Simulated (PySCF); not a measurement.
# Ethene, chlorotrifluoro- (C₂ClF₃): NMR shifts and electronic excitations in gas and solvents, part 2 of 2

PySCF 2.14.0. Atoms count from 0. Earlier steps stand in the parts before.

### Step 8. Shielding tensors: wB97X-D/pcSseg-2 in chloroform

The job: settings as JSON, then the geometry in Å.

```
{"job": {"kind": "nmr", "xc": "wB97X-D", "basis": "pcSseg-2", "pop": false, "solvent": "chloroform"}, "charge": 0, "multiplicity": 1}
F      0.416404    -1.413990     1.050176
C      0.211861    -0.194073     0.623221
F      0.445143     0.704633     1.542737
C     -0.187994     0.090118    -0.606784
F     -0.403474    -0.880547    -1.481300
Cl    -0.456420     1.663075    -1.172263
```

Method: GIAO wB97X-D/pcSseg-2 NMR shielding, non-relativistic, IEF-PCM chloroform.

The program printed:

```text
coarse grid: 7056 points
cycle   1  E = -835.8162312018  dE =  1.226e+00  |g| = 8.683e-01  |ddm| = 1.963e+00
cycle   2  E = -835.7850283326  dE =  3.120e-02  |g| = 1.041e+00  |ddm| = 8.102e-01
cycle   3  E = -835.9479823771  dE = -1.630e-01  |g| = 7.161e-02  |ddm| = 4.140e-01
cycle   4  E = -835.9486719021  dE = -6.895e-04  |g| = 2.354e-02  |ddm| = 4.991e-02
cycle   5  E = -835.9487779187  dE = -1.060e-04  |g| = 7.552e-03  |ddm| = 2.227e-02
cycle   6  E = -835.9487883127  dE = -1.039e-05  |g| = 2.335e-03  |ddm| = 6.188e-03
cycle   7  E = -835.9487893925  dE = -1.080e-06  |g| = 7.229e-04  |ddm| = 2.203e-03
final grid: 68976 points
cycle   8  E = -835.9546143199  dE = -1.927e-04  |g| = 1.072e-02  |ddm| = 3.790e-02
cycle   9  E = -835.9546126088  dE =  1.711e-06  |g| = 1.138e-02  |ddm| = 8.724e-03
cycle  10  E = -835.9546292431  dE = -1.663e-05  |g| = 8.546e-04  |ddm| = 3.871e-03
cycle  11  E = -835.9546293906  dE = -1.475e-07  |g| = 2.949e-04  |ddm| = 7.232e-04
cycle  12  E = -835.9546294101  dE = -1.957e-08  |g| = 8.157e-05  |ddm| = 2.558e-04
cycle  13  E = -835.9546294117  dE = -1.590e-09  |g| = 4.449e-05  |ddm| = 9.003e-05
cycle  14  E = -835.9546294121  dE = -3.677e-10  |g| = 6.771e-06  |ddm| = 3.739e-05
converged SCF energy = -835.9546294121

GIAO shielding tensors (ppm)
atom      isotropic    diamagn.    paramagn.     s11        s22        s33       span
  0 F      284.216     466.197    -181.981    256.820    296.340    299.487     42.666
  1 C       20.189     251.206    -231.017    -41.755     42.825     59.496    101.251
  2 F      301.858     466.462    -164.605    278.395    300.119    327.058     48.664
  3 C       47.792     249.113    -201.321      8.196     65.062     70.119     61.923
  4 F      332.579     466.823    -134.245    284.728    330.258    382.750     98.023
  5 Cl     747.177    1146.536    -399.359    596.517    672.881    972.133    375.615
```

Run time: 34 s. Hardware: 1 thread of Arm Neoverse N1, shared host; peak memory 0.89 GiB.

In short: δ C1 166.9, C3 139.3, F0 -97.0, F2 -114.7 ppm.

### Step 9. Ultraviolet spectrum: PBE0/aug-cc-pVTZ

The job: settings as JSON, then the geometry in Å.

```
{"job": {"kind": "uv", "xc": "PBE0", "basis": "aug-cc-pVTZ", "ip": false, "dynamic": true}, "charge": 0, "multiplicity": 1}
F      0.416404    -1.413990     1.050176
C      0.211861    -0.194073     0.623221
F      0.445143     0.704633     1.542737
C     -0.187994     0.090118    -0.606784
F     -0.403474    -0.880547    -1.481300
Cl    -0.456420     1.663075    -1.172263
```

With the program's defaults for keys left out, this is: TDDFT PBE0/aug-cc-pVTZ, vertical, gas phase, core orbitals frozen in the response.

The program printed:

```text
coarse grid: 7056 points
cycle   1  E = -835.4414897650  dE =  1.152e+00  |g| = 7.309e-01  |ddm| = 4.560e+00
cycle   2  E = -835.3196441373  dE =  1.218e-01  |g| = 1.152e+00  |ddm| = 1.826e+00
cycle   3  E = -835.5264729123  dE = -2.068e-01  |g| = 6.094e-02  |ddm| = 1.142e+00
cycle   4  E = -835.5268848620  dE = -4.119e-04  |g| = 3.138e-02  |ddm| = 8.674e-02
cycle   5  E = -835.5270402826  dE = -1.554e-04  |g| = 9.501e-03  |ddm| = 4.577e-02
cycle   6  E = -835.5270563680  dE = -1.609e-05  |g| = 2.314e-03  |ddm| = 1.358e-02
cycle   7  E = -835.5270574133  dE = -1.045e-06  |g| = 8.408e-04  |ddm| = 3.685e-03
final grid: 68976 points
cycle   8  E = -835.5335557448  dE = -4.915e-05  |g| = 4.421e-03  |ddm| = 1.218e-01
cycle   9  E = -835.5335525893  dE =  3.155e-06  |g| = 6.419e-03  |ddm| = 1.218e-02
cycle  10  E = -835.5335590164  dE = -6.427e-06  |g| = 5.483e-04  |ddm| = 6.532e-03
cycle  11  E = -835.5335590602  dE = -4.379e-08  |g| = 1.083e-04  |ddm| = 8.136e-04
cycle  12  E = -835.5335590616  dE = -1.440e-09  |g| = 6.243e-05  |ddm| = 1.613e-04
cycle  13  E = -835.5335590622  dE = -5.441e-10  |g| = 1.047e-05  |ddm| = 6.719e-05
converged SCF energy = -835.5335590622

Static polarisability (au): isotropic 41.969, principal 29.559 40.465 55.883

Singlet excitations
state   eV       nm        f      main configurations
  1   5.9534    208.3   0.00091   H->L+1 0.92
  2   6.3099    196.5   0.00057   H->L 0.97
  3   7.0422    176.1   0.00019   H->L+3 0.75, H->L+4 0.11
  4   7.3948    167.7   0.28390   H->L+2 0.77, H->L+5 0.19
  5   7.4468    166.5   0.01030   H->L+4 0.82, H->L+3 0.12
  6   7.7639    159.7   0.09193   H->L+5 0.80, H->L+2 0.17
  7   8.0303    154.4   0.00094   H->L+6 0.65, H->L+7 0.09, H->L+8 0.09
  8   8.3698    148.1   0.01710   H->L+7 0.74, H->L+6 0.18
  9   8.5594    144.9   0.03392   H-1->L+1 0.78, H-1->L 0.09
 10   8.5891    144.4   0.00279   H->L+8 0.81, H->L+7 0.12

Triplet excitations (Tamm-Dancoff, eV): 4.4097 5.4001 6.0514 6.6201
```

Wall time 64 s (1 thread of Arm Neoverse N1, shared host); peak memory 0.93 GiB.

Frontier orbitals and where they lie:

```
orbital      eV                       atoms
 HOMO−3  -12.20  F4 47 %, Cl5 21 %, C3 17 %
 HOMO−2  -10.81  Cl5 60 %, C3 21 %, F4 12 %
 HOMO−1  -10.14           Cl5 75 %, C3 17 %
   HOMO   -7.49  C3 28 %, C1 26 %, Cl5 20 %
   LUMO    0.06  C3 39 %, C1 34 %, Cl5 15 %
 LUMO+1    0.12  Cl5 53 %, C3 22 %, C1 16 %
 LUMO+2    0.20  C1 33 %, C3 30 %, Cl5 15 %
```

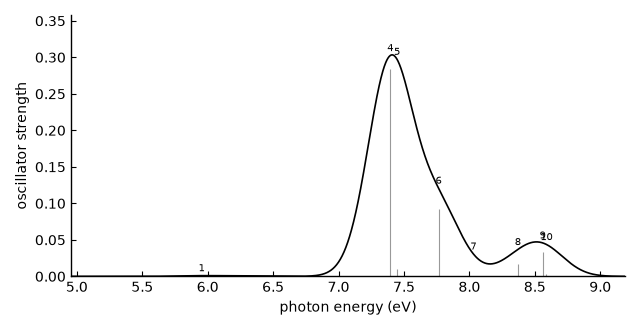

Absorption spectrum from the 10 singlet states computed; above the last one it falls off for lack of states. Lines are broadened to a width of 0.40 eV (Gaussian).

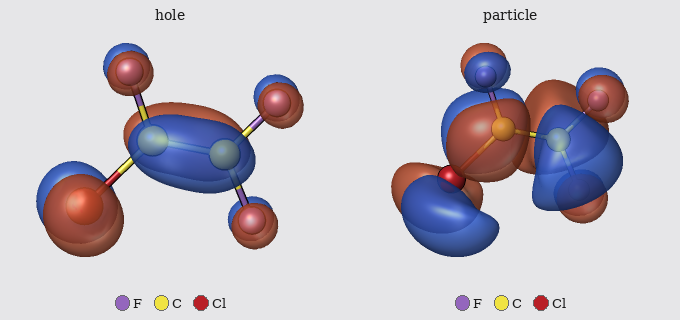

Leading natural transition orbitals of singlet state 4: the electron leaves the hole (left) for the particle orbital (right).

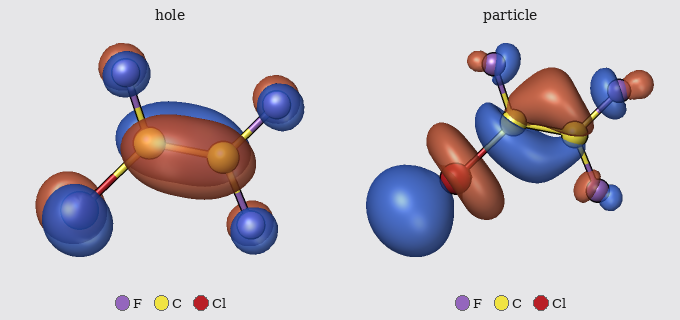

Leading natural transition orbitals of singlet state 1: the electron leaves the hole (left) for the particle orbital (right).

Ground-state properties from the same run:

```
           property  computed  measured
  dipole moment (D)      0.41      0.58
polarisability (Å³)      6.22         –
 HOMO–LUMO gap (eV)      7.56         –
      −ε(HOMO) (eV)      7.49         –
C6 with itself (au)       832         –
```

Measured: gas; NIST CCCBDB Release 22 (SRD 101), experimental dipoles.

### Step 10. TDDFT and polarisability: CAM-B3LYP/aug-cc-pVTZ

The job: settings as JSON, then the geometry in Å.

```
{"job": {"kind": "uv", "xc": "CAM-B3LYP", "basis": "aug-cc-pVTZ", "ip": false, "dynamic": false}, "charge": 0, "multiplicity": 1}
F      0.416404    -1.413990     1.050176
C      0.211861    -0.194073     0.623221
F      0.445143     0.704633     1.542737
C     -0.187994     0.090118    -0.606784
F     -0.403474    -0.880547    -1.481300
Cl    -0.456420     1.663075    -1.172263
```

Method: TDDFT CAM-B3LYP/aug-cc-pVTZ, vertical, gas phase, core orbitals frozen in the response.

The program printed:

```text
coarse grid: 7056 points
cycle   1  E = -835.8412115790  dE =  1.225e+00  |g| = 8.469e-01  |ddm| = 4.606e+00
cycle   2  E = -835.7622755596  dE =  7.894e-02  |g| = 1.155e+00  |ddm| = 1.992e+00
cycle   3  E = -835.9642852570  dE = -2.020e-01  |g| = 6.923e-02  |ddm| = 1.140e+00
cycle   4  E = -835.9648753131  dE = -5.901e-04  |g| = 2.981e-02  |ddm| = 1.111e-01
cycle   5  E = -835.9650271057  dE = -1.518e-04  |g| = 8.989e-03  |ddm| = 4.801e-02
cycle   6  E = -835.9650419371  dE = -1.483e-05  |g| = 2.598e-03  |ddm| = 1.312e-02
cycle   7  E = -835.9650431936  dE = -1.257e-06  |g| = 6.915e-04  |ddm| = 3.824e-03
final grid: 68976 points
cycle   8  E = -835.9655526376  dE = -3.707e-05  |g| = 4.560e-03  |ddm| = 9.244e-02
cycle   9  E = -835.9655513784  dE =  1.259e-06  |g| = 5.381e-03  |ddm| = 1.015e-02
cycle  10  E = -835.9655551382  dE = -3.760e-06  |g| = 4.183e-04  |ddm| = 5.209e-03
cycle  11  E = -835.9655551652  dE = -2.695e-08  |g| = 1.283e-04  |ddm| = 5.631e-04
cycle  12  E = -835.9655551682  dE = -2.987e-09  |g| = 4.755e-05  |ddm| = 1.951e-04
cycle  13  E = -835.9655551686  dE = -4.040e-10  |g| = 6.193e-06  |ddm| = 6.427e-05
converged SCF energy = -835.9655551686

Static polarisability (au): isotropic 42.001, principal 29.644 40.479 55.881

Singlet excitations
state   eV       nm        f      main configurations
  1   6.0981    203.3   0.00113   H->L+1 0.51, H->L+2 0.15, H->L+5 0.10
  2   6.3952    193.9   0.00043   H->L 0.86
  3   7.2011    172.2   0.00011   H->L+2 0.44, H->L+5 0.18, H->L+11 0.11
  4   7.4382    166.7   0.32875   H->L+3 0.95
  5   7.6680    161.7   0.01301   H->L+5 0.51, H->L+1 0.28, H->L+2 0.09
  6   7.8226    158.5   0.07044   H->L+4 0.96
  7   8.2459    150.4   0.00148   H->L+9 0.35, H->L+2 0.26, H->L+7 0.12
  8   8.5165    145.6   0.02533   H-1->L+1 0.50, H-1->L+5 0.23
  9   8.6122    144.0   0.02424   H->L+6 0.72, H->L+9 0.10
 10   8.8281    140.4   0.00050   H->L+7 0.72, H->L+9 0.17

Triplet excitations (Tamm-Dancoff, eV): 4.3914 5.5918 6.1386 6.7795
```

Wall time 64 s (1 thread of Arm Neoverse N1, shared host); peak memory 1.1 GiB.

Key values: HOMO -8.91 eV, LUMO 0.50 eV; lowest singlet 6.10 eV.

### Step 11. TDDFT and polarisability: wB97X-D/aug-cc-pVTZ

The job: settings as JSON, then the geometry in Å.

```
{"job": {"kind": "uv", "xc": "wB97X-D", "basis": "aug-cc-pVTZ", "ip": true, "dynamic": false}, "charge": 0, "multiplicity": 1}
F      0.416404    -1.413990     1.050176
C      0.211861    -0.194073     0.623221
F      0.445143     0.704633     1.542737
C     -0.187994     0.090118    -0.606784
F     -0.403474    -0.880547    -1.481300
Cl    -0.456420     1.663075    -1.172263
```

Level: TDDFT wB97X-D/aug-cc-pVTZ, vertical, gas phase, core orbitals frozen in the response.

The program printed:

```text
coarse grid: 7056 points
cycle   1  E = -835.7898364207  dE =  1.242e+00  |g| = 8.673e-01  |ddm| = 4.530e+00
cycle   2  E = -835.7462589229  dE =  4.358e-02  |g| = 1.081e+00  |ddm| = 1.973e+00
cycle   3  E = -835.9234503872  dE = -1.772e-01  |g| = 6.766e-02  |ddm| = 1.055e+00
cycle   4  E = -835.9240809167  dE = -6.305e-04  |g| = 2.578e-02  |ddm| = 1.074e-01
cycle   5  E = -835.9242050898  dE = -1.242e-04  |g| = 8.005e-03  |ddm| = 4.590e-02
cycle   6  E = -835.9242175797  dE = -1.249e-05  |g| = 2.378e-03  |ddm| = 1.179e-02
cycle   7  E = -835.9242187290  dE = -1.149e-06  |g| = 7.408e-04  |ddm| = 3.845e-03
final grid: 68976 points
cycle   8  E = -835.9387041706  dE = -1.292e-04  |g| = 9.658e-03  |ddm| = 1.556e-01
cycle   9  E = -835.9387019084  dE =  2.262e-06  |g| = 1.030e-02  |ddm| = 2.102e-02
cycle  10  E = -835.9387153216  dE = -1.341e-05  |g| = 8.479e-04  |ddm| = 1.007e-02
cycle  11  E = -835.9387154539  dE = -1.323e-07  |g| = 2.283e-04  |ddm| = 1.334e-03
cycle  12  E = -835.9387154662  dE = -1.236e-08  |g| = 8.152e-05  |ddm| = 4.732e-04
cycle  13  E = -835.9387154675  dE = -1.333e-09  |g| = 2.234e-05  |ddm| = 1.281e-04
cycle  14  E = -835.9387154677  dE = -1.962e-10  |g| = 6.926e-06  |ddm| = 6.311e-05
converged SCF energy = -835.9387154677

Static polarisability (au): isotropic 42.071, principal 29.871 40.507 55.833

Singlet excitations
state   eV       nm        f      main configurations
  1   6.1655    201.1   0.00077   H->L+1 0.31, H->L+2 0.31, H->L+5 0.17
  2   6.6112    187.5   0.00087   H->L 0.80
  3   7.3553    168.6   0.00003   H->L+5 0.22, H->L+2 0.20, H->L+1 0.17
  4   7.4850    165.6   0.34850   H->L+3 0.95
  5   7.8040    158.9   0.01401   H->L+1 0.43, H->L+5 0.38
  6   7.8910    157.1   0.05253   H->L+4 0.96
  7   8.3084    149.2   0.00208   H->L+2 0.34, H->L+9 0.29, H->L+7 0.12
  8   8.6145    143.9   0.02552   H-1->L+1 0.30, H-1->L+5 0.27, H-1->L 0.15
  9   8.7171    142.2   0.02468   H->L+6 0.38, H->L+7 0.34, H->L 0.09
 10   8.9282    138.9   0.00990   H->L+8 0.96

Triplet excitations (Tamm-Dancoff, eV): 4.5181 5.6675 6.4141 6.9479
Vertical ionisation energy (delta-SCF) = 9.8883 eV
```

It took 1.9 min on 1 thread of Arm Neoverse N1, shared host; peak memory 0.97 GiB.

In short: HOMO -9.34 eV, LUMO 1.40 eV; lowest singlet 6.17 eV.

### Step 12. Run by run: NMR shifts

Shifts (ppm) of some atoms, chosen among heavy atoms and hydrogens apart, with basis size and wall time:

```
                           run     C3      F0      F2      F4  Cl5  functions  time
                 PBE0/pcSseg-2  137.1  -103.6  -122.5  -150.3  199        223  35 s
                  KT3/pcSseg-2  129.7  -118.9  -139.4  -162.5  205        223  39 s
              wB97X-D/pcSseg-2  138.3   -98.3  -116.2  -145.1  193        223  37 s
                B97-2/pcSseg-2  135.4  -103.0  -121.9  -148.5  195        223  28 s
   WP04/pcSseg-2 in chloroform  145.9   -97.2  -116.0  -137.7  235        223  26 s
wB97X-D/pcSseg-2 in chloroform  139.3   -97.0  -114.7  -145.4  210        223  34 s
```

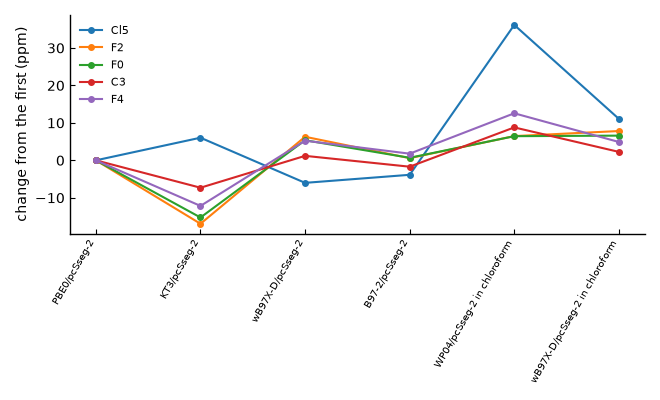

How the tabulated atoms move from run to run.

### Step 13. Run by run: electronic excitations

Excitations and ground-state properties, with basis size and wall time:

```
                  run  lowest singlet (eV)  brightest (eV)      f  gap (eV)  α (Å³)  μ (D)  functions     time
     PBE0/aug-cc-pVTZ                 5.95            7.39  0.284      7.56    6.22   0.41        280     64 s
CAM-B3LYP/aug-cc-pVTZ                 6.10            7.44  0.329      9.42    6.22   0.46        280     64 s
  wB97X-D/aug-cc-pVTZ                 6.17            7.49  0.348     10.74    6.23   0.40        280  1.9 min
```

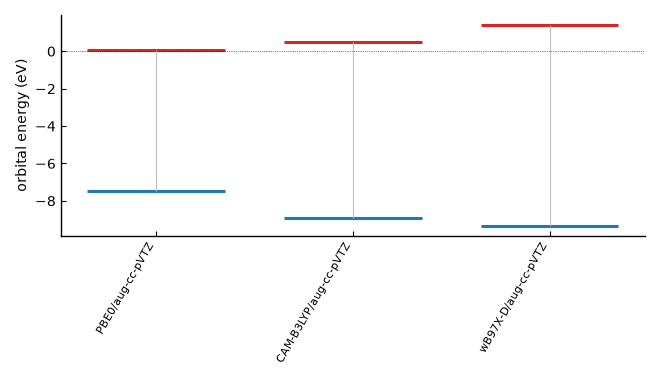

HOMO (blue) and LUMO (red) run by run.

Measured dipole: 0.58 D (gas; NIST CCCBDB Release 22 (SRD 101), experimental dipoles).

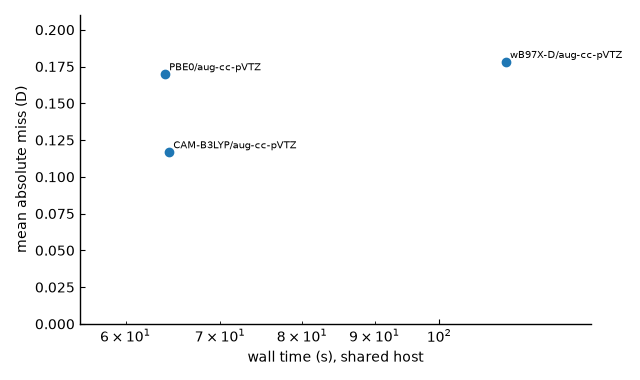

Cost against miss for the measured dipole.

### Step 14. Summary of results

What follows sums up all 2 parts.

```
                                         quantity                        value
                                      point group                           Cs
             rotational constants (main isotopes)         4.54, 2.28, 1.52 GHz
           13C shifts against TMS (PBE0/pcSseg-2)             164.6, 137.1 ppm
         19F shifts against CFCl3 (PBE0/pcSseg-2)   -103.6, -122.5, -150.3 ppm
          35Cl shifts against HCl (PBE0/pcSseg-2)                      199 ppm
            surface potential, 1st and 99th percentile           -0.28 V and 1.10 V
                lowest singlet (PBE0/aug-cc-pVTZ)  5.95 eV (208 nm), f = 0.001
         brightest single state of those computed  state 4, 7.39 eV, f = 0.284
                                   lowest triplet                      4.41 eV
range of the shift of Cl5 (wB97X-D/pcSseg-2 runs)               193 to 210 ppm
                      range of the lowest singlet              5.95 to 6.17 eV
```

What this shows: Relaxing lowered the energy by 0.073 eV in 7 steps; the close pair that moved most is F0–C1, from 1.347 to 1.309 Å. No frequency check was run at this level, so the end point may be a saddle. At PBE0/pcSseg-2: The widest tensor belongs to Cl5: span 353 ppm, with a paramagnetic part of -400 ppm. The first singlet state (HOMO→LUMO+1 0.92) lies at 5.95 eV and is dark; of the 10 states computed, the strongest absorption comes from state 4 at 7.39 eV. The lowest triplet lies 1.54 eV below the lowest singlet (triplets in Tamm-Dancoff, singlets in full TDDFT). The dipole moment, 0.41 D, compares with 0.58 D measured (one conformer here). At one level, wB97X-D/pcSseg-2: Across the 2 runs the shift of Cl5 moves most, between 193 (wB97X-D/pcSseg-2) and 210 ppm (wB97X-D/pcSseg-2 in chloroform). Most of that comes from the computed reference, not from the atom's own shielding. The lowest singlet runs from 5.95 eV (PBE0/aug-cc-pVTZ) to 6.17 eV (wB97X-D/aug-cc-pVTZ), while the orbital gap spans 7.56 to 10.74 eV: the excitation energy moves far less from run to run than the orbital gap does. The lowest state need not be the same one in every run. For the measured dipole, CAM-B3LYP/aug-cc-pVTZ misses least (0.12 D, 64 s) and wB97X-D/aug-cc-pVTZ most (0.18 D, 1.9 min); the quickest, PBE0/aug-cc-pVTZ, misses by 0.17 D in 64 s. One molecule ranks no method: errors cancel, and vibration and temperature are missing from all runs.
